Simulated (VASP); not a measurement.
```
CELL_PARAMETERS angstrom
      4.84565     0.00000     0.00000
      0.00000     4.84565     0.00000
      0.00000     0.00000     3.29130
ATOMIC_POSITIONS crystal
  Mn 0.00000 0.00000 0.00000
  Mn 0.50000 0.50000 0.50000
  F  0.30404 0.30404 0.00000
  F  0.80404 0.19596 0.50000
  F  0.19596 0.80404 0.50000
  F  0.69596 0.69596 0.00000
```
Starting moments (μB, in the order of the record's atoms Mn Mn F F F F): 4.6 -4.6 0.0 0.0 0.0 0.0.

Method: r2SCAN+rVV10, VASP's PBE PAW potentials (set 64) (plane waves; VASP 6.6.1). Run with 520 eV cut-off, 5×5×8 Γ-centred mesh, tetrahedra with Blöchl corrections, potentials Mn_pv F.

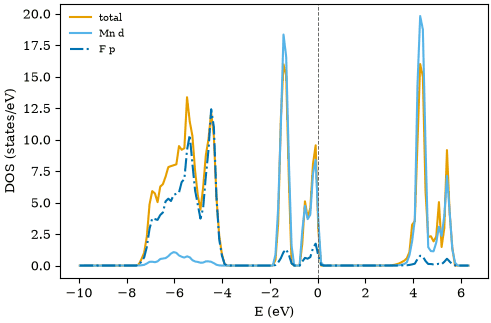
Total and projected density of states, zero at the valence-band maximum

Within 2 eV below the valence-band maximum the largest weight inside VASP's projection spheres is Mn d.

The gap is indirect, 2.90 eV, from the valence maximum at (0.40, 0.20, 0.50) to the conduction minimum at Γ.

The compound is MnF2 in the rutile structure. It was relaxed first.
